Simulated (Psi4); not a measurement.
**doublet [BF3]−: levels of theory compared**

We compute a comparison of 6 runs (UHF/STO-3G, UB3LYP/6-31G*, U-wB97M-V/aug-cc-pVDZ, U-wB97X-V/aug-cc-pVDZ, UHSE06/aug-cc-pVDZ, UMP3/aug-cc-pVDZ) of doublet [BF3]−. 

Program for the calculation: Psi4 1.11.

2 further runs of the same task are left out: 1 that didn't finish, 1 set aside as unsound or not needed.

**1. The system as given**

[BF3]−: 4 atoms, total charge -1, spin state doublet. As SMILES of the parent species, `FB(F)F`. The shape is that of a PBE0-D4/def2-TZVP optimisation. That shape belongs to the parent species and isn't relaxed for this state.

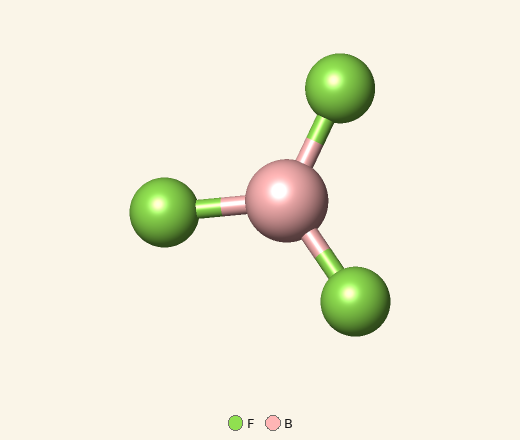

The structure, seen from a chosen angle (fluorine green, boron pink).

**2. The energy at UHF/STO-3G (run 1)**

calc.py

```python
import psi4

psi4.set_memory('2200 MB')
psi4.set_num_threads(1)
psi4.set_output_file('run.log', False)

m = psi4.geometry("""
-1 2
F      1.02776535     0.39824088     2.21906759
B      0.00003779     0.00000000     0.00001890
F     -0.50109868    -2.31209881    -0.73627509
F     -0.52672336     1.91385793    -1.48279250
units au
symmetry c1
""")

psi4.set_options({
    'basis': 'STO-3G',
    'reference': 'uhf',
    'puream': True,
    'e_convergence': 1e-09,
    'd_convergence': 1e-08,
    'scf_type': 'pk',
    'maxiter': 100,
})

E = psi4.energy('hf')
print(f'total energy {E:.8f} hartree = {E * 27.211386:.5f} eV')
```

Command:

```bash
python calc.py
```

run.log:

```text
[...]
  Running in c1 symmetry.
[...]
  Nuclear repulsion =  111.109146357298144
[...]
  Multiplicity = 2
[...]
  Nalpha       = 17
  Nbeta        = 16
[...]
    Number of basis functions: 20
[...]
   @UHF iter   1:  -318.28048516695384   -1.26929e+00   1.31384e-02 DIIS/ADIIS
[...]
   @UHF iter   9:  -318.33274390050735   -3.63798e-12   9.51993e-09 DIIS
[...]
   @S^2 Observed:                7.554457616E-01
[...]
    Orbital Energies [Eh]
    ---------------------
    Alpha Occupied:
       1A    -25.492662     2A    -25.492517     3A    -25.492510
       4A     -6.963864     5A     -1.156660     6A     -1.110114
       7A     -1.110105     8A     -0.300583     9A     -0.256776
      10A     -0.235645    11A     -0.235644    12A     -0.135271
      13A     -0.135264    14A     -0.091127    15A     -0.084919
      16A     -0.084915    17A      0.318932
    Alpha Virtual:
      18A      0.995764    19A      1.268652    20A      1.268691
    Beta Occupied:
[...]
  @UHF Final Energy:  -318.33274390050735
   => Energetics <=
    Nuclear Repulsion Energy =            111.1091463572981439
    One-Electron Energy =                -682.7029681600683944
    Two-Electron Energy =                 253.2610779022628549
    Total Energy =                       -318.3327439005073529
  UHF NO Occupations:
  HONO-2 :   15  A 1.9997328
  HONO-1 :   16  A 1.9978091
[...]
 Multipole Moments:
 ------------------------------------------------------------------------------------
     Multipole            Electronic (a.u.)      Nuclear  (a.u.)        Total (a.u.)
 ------------------------------------------------------------------------------------
 L = 1.  Multiply by 2.5417464519 to convert [e a0] to [Debye]
 Dipole X            :         -0.0000258           -0.0000102           -0.0000361
 Dipole Y            :          0.0000068           -0.0000000            0.0000068
 Dipole Z            :          0.0000574           -0.0000034            0.0000540
 Magnitude           :                                                    0.0000653
[...]
```

The script printed:

```text
total energy -318.33274390 hartree = -8662.27517 eV
```

It took 4.2 s on 1 thread of Intel Xeon at 2.50GHz (Skylake/Cascade Lake), shared host; peak memory 0.18 GiB.

**3. Energy and forces at UB3LYP/6-31G(d) (Cartesian functions) (run 2)**

bf3.xyz

```xyz
4
BF3
F      0.543870     0.210740     1.174280
B      0.000020     0.000000     0.000010
F     -0.265170    -1.223510    -0.389620
F     -0.278730     1.012770    -0.784660
```

run.py

```python
import psi4

psi4.set_memory('2200 MB')
psi4.set_num_threads(1)
psi4.core.set_output_file('run.log', False)

with open('bf3.xyz') as f:
    atoms = ''.join(f.readlines()[2:])
mol = psi4.geometry('-1 2\n' + atoms + 'symmetry c1\nno_reorient\nno_com')

psi4.set_options({
    'basis': '6-31G*',
    'reference': 'uks',
    'puream': False,
    'e_convergence': 1e-09,
    'd_convergence': 1e-08,
    'scf_type': 'pk',
    'dft_radial_points': 99,
    'dft_spherical_points': 590,
    'maxiter': 100,
})

energy_value, wavefunction = psi4.gradient("B3LYP", return_wfn=True)
psi4.oeprop(wavefunction, "WIBERG_LOWDIN_INDICES", "LOWDIN_CHARGES", "DIPOLE")
print('gradient / Eh bohr^-1')
print(energy_value.np.round(6))
print(f'energy = {wavefunction.energy():.10f} Eh')
for k, v in sorted(psi4.core.scalar_variables().items()):
    print(f'{k:45s} {v:18.10f}')
```

Command:

```bash
python run.py
```

run.log:

```text
[...]
  Running in c1 symmetry.
[...]
  Nuclear repulsion =  111.109146270774374
[...]
  Multiplicity = 2
[...]
  Nalpha       = 17
  Nbeta        = 16
[...]
    Number of basis functions: 60
[...]
   @UKS iter   1:  -324.26502486684319   -1.75074e-01   1.06404e-02 DIIS/ADIIS
[...]
   @UKS iter  10:  -324.40003965348160   -2.50111e-12   5.65485e-09 DIIS
[...]
   @S^2 Observed:                7.515599162E-01
[...]
    Orbital Energies [Eh]
    ---------------------
    Alpha Occupied:
       1A    -24.397075     2A    -24.397068     3A    -24.397065
       4A     -6.502117     5A     -0.939645     6A     -0.902804
       7A     -0.902797     8A     -0.283554     9A     -0.242604
      10A     -0.242599    11A     -0.212896    12A     -0.144765
      13A     -0.144763    14A     -0.139450    15A     -0.139444
      16A     -0.102805    17A      0.268932
    Alpha Virtual:
      18A      0.364006    19A      0.515387    20A      0.515393
      21A      0.636840    22A      0.847413    23A      0.852437
      24A      0.852458    25A      1.330728    26A      1.332626
[...]
  @UKS Final Energy:  -324.40003965348160
   => Energetics <=
    Nuclear Repulsion Energy =            111.1091462707743744
    One-Electron Energy =                -682.3795941604022346
    Two-Electron Energy =                 275.9512690537222284
    DFT Exchange-Correlation Energy =     -29.0808608175760455
    Empirical Dispersion Energy =           0.0000000000000000
    VV10 Nonlocal Energy =                  0.0000000000000000
    Total Energy =                       -324.4000396534815991
[...]
  -Total Gradient:
     Atom            X                  Y                   Z
    ------   -----------------  -----------------  -----------------
       1       -0.042384630060    -0.016430541411    -0.091549768368
       2       -0.000040066239     0.000005061849     0.000027799602
       3        0.020692046522     0.095373666647     0.030382213197
       4        0.021732098408    -0.078960549850     0.061140568209
[...]
 Multipole Moments:
 ------------------------------------------------------------------------------------
     Multipole            Electronic (a.u.)      Nuclear  (a.u.)        Total (a.u.)
 ------------------------------------------------------------------------------------
 L = 1.  Multiply by 2.5417464519 to convert [e a0] to [Debye]
 Dipole X            :          0.0001156           -0.0003213           -0.0002056
 Dipole Y            :          0.0000197            0.0000000            0.0000197
 Dipole Z            :          0.0000316            0.0000945            0.0001261
 Magnitude           :                                                    0.0002420
[...]
```

On the terminal:

```text
gradient / Eh bohr^-1
[[-4.2385e-02 -1.6431e-02 -9.1550e-02]
 [-4.0000e-05  5.0000e-06  2.8000e-05]
 [ 2.0692e-02  9.5374e-02  3.0382e-02]
 [ 2.1732e-02 -7.8961e-02  6.1141e-02]]
energy = -324.4000396535 Eh
CURRENT ENERGY                                   -324.4000396535
CURRENT REFERENCE ENERGY                         -324.4000396535
DD SOLVATION ENERGY                                 0.0000000000
DFT FUNCTIONAL TOTAL ENERGY                      -324.4000396535
DFT TOTAL ENERGY                                 -324.4000396535
DFT VV10 ENERGY                                     0.0000000000
DFT XC ENERGY                                     -29.0808608176
GRID ELECTRONS ALPHA                               17.0000000606
GRID ELECTRONS BETA                                16.0000000465
GRID ELECTRONS TOTAL                               33.0000001071
NUCLEAR REPULSION ENERGY                          111.1091462708
ONE-ELECTRON ENERGY                              -682.3795941604
PCM POLARIZATION ENERGY                             0.0000000000
PE ENERGY                                           0.0000000000
SCF ITERATION ENERGY                             -324.4000396535
SCF ITERATIONS                                     10.0000000000
SCF TOTAL ENERGY                                 -324.4000396535
TWO-ELECTRON ENERGY                               275.9512690537
XC GRID RADIAL POINTS                              99.0000000000
XC GRID SPHERICAL POINTS                          590.0000000000
XC GRID TOTAL POINTS                           224010.0000000000
```

Run time: 25 s. Hardware: 1 thread of Intel Xeon at 2.50GHz (Skylake/Cascade Lake), shared host; peak memory 0.59 GiB.

Runs 3 to 5 aren't shown in full; the table further down has their settings and results.

**4. The energy at UMP3/aug-cc-pVDZ (run 6)**

bf3.xyz is that of step 3.

run_ase.py

```python
import numpy as np
from ase.calculators.psi4 import Psi4
from ase.io import read

mol = read('bf3.xyz')
calc = Psi4(atoms=mol, method='mp3', basis='aug-cc-pVDZ', memory='2200MB', num_threads=1, charge=-1, multiplicity=2, label='calc', reference='uhf')
calc.psi4.set_options({'puream': True, 'e_convergence': 1e-09, 'd_convergence': 1e-08, 'scf_type': 'pk', 'num_frozen_docc': 4, 'maxiter': 100, 'mp_type': 'conv'})
mol.calc = calc

print(f'energy: {mol.get_potential_energy():.6f} eV')
```

Command:

```bash
python run_ase.py
```

calc.dat:

```text
[...]
  Running in c1 symmetry.
[...]
  Nuclear repulsion =  111.109146270774374
[...]
  Multiplicity = 2
[...]
  Nalpha       = 17
  Nbeta        = 16
[...]
    Number of basis functions: 92
[...]
   @UHF iter   1:  -323.01296872251078   -8.05383e-01   5.52888e-03 ADIIS/DIIS
[...]
   @UHF iter  16:  -323.17063406111498    2.94449e-11   4.00373e-09 DIIS
[...]
   @S^2 Observed:                7.500196869E-01
[...]
    Orbital Energies [Eh]
    ---------------------
    Alpha Occupied:
       1A    -26.214698     2A    -26.214692     3A    -26.214681
       4A     -7.667569     5A     -1.558010     6A     -1.514939
       7A     -1.514930     8A     -0.727671     9A     -0.681165
      10A     -0.681159    11A     -0.628528    12A     -0.565057
      13A     -0.565054    14A     -0.552744    15A     -0.552738
      16A     -0.527263    17A      0.051911
    Alpha Virtual:
      18A      0.146362    19A      0.160130    20A      0.160130
      21A      0.323324    22A      0.323325    23A      0.330530
      24A      0.331637    25A      0.382554    26A      0.382557
[...]
  @UHF Final Energy:  -323.17063406111498
   => Energetics <=
    Nuclear Repulsion Energy =            111.1091462707743744
    One-Electron Energy =                -675.8650056555151195
    Two-Electron Energy =                 241.5852253236257070
    Total Energy =                       -323.1706340611149813
  UHF NO Occupations:
  HONO-2 :   15  A 1.9999979
  HONO-1 :   16  A 1.9999957
[...]
 Multipole Moments:
 ------------------------------------------------------------------------------------
     Multipole            Electronic (a.u.)      Nuclear  (a.u.)        Total (a.u.)
 ------------------------------------------------------------------------------------
 L = 1.  Multiply by 2.5417464519 to convert [e a0] to [Debye]
 Dipole X            :          0.0009786           -0.0000102            0.0009684
 Dipole Y            :         -0.0000683            0.0000000           -0.0000683
 Dipole Z            :         -0.0004188           -0.0000034           -0.0004222
 Magnitude           :                                                    0.0010586
[...]
	SCS-MP2 Total Energy (a.u.)        :  -323.82634546646540
	SOS-MP2 Total Energy (a.u.)        :  -323.81225516286827
[...]
	SOS-PI-MP2 Total Energy (a.u.)     :  -323.86161063223392
[...]
	MP2 Total Energy (a.u.)            :  -323.85452607365966
[...]
	SCS-MP3 Total Energy (a.u.)        :  -323.82557941366565
[...]
	MP3 Total Energy (a.u.)            :  -323.85146186246078
[...]
```

Standard output:

```text
energy: -8812.447143 eV
```

It took 34 s on 1 thread of Intel Xeon at 2.50GHz (Skylake/Cascade Lake), shared host; peak memory 0.71 GiB.

**5. The series**

```tsv
run	level	task	Cartesian functions	energy (Eh)	HOMO energy (eV)	LUMO energy (eV)	⟨S²⟩	wall time
1	UHF/STO-3G	energy	no	-318.332744	8.68	23.08	0.755	4.2 s
2	UB3LYP/6-31G* (Cartesian functions)	gradient	yes	-324.400040	7.32	9.91	0.752	25 s
3	U-wB97M-V/aug-cc-pVDZ	energy	no	-324.462634	1.93	3.66	0.750	3.4 min
4	U-wB97X-V/aug-cc-pVDZ	energy	no	-324.435664	1.33	3.81	0.750	2.2 min
5	UHSE06/aug-cc-pVDZ	energy	no	-324.267992	2.17	2.28	0.750	69 s
6	UMP3/aug-cc-pVDZ	energy	no	-323.851462	1.41	3.98	0.750	34 s
```

**6. Summary of results**

| quantity | value |
| --- | --- |
| run 6: total energy | -323.85146 Eh |
| run 6: HOMO energy (Hartree–Fock orbitals) (highest over α and β) | 1.41 eV |
| run 6: LUMO energy (Hartree–Fock orbitals) (lowest over α and β) | 3.98 eV |
| run 6: correlation energy (4 core orbitals frozen) | -680.8 mEh |
| run 6: ⟨S²⟩ of the reference determinant | 0.750 |

Totals of different functionals can't be ranked against each other. In runs 1, 2, 3, 4, 5, 6 the HOMO lies above zero, so the outermost electron may be held by the basis alone. In run 1 the basis is minimal, so the values are rough. All runs together took 7.8 min, the longest 3.4 min.
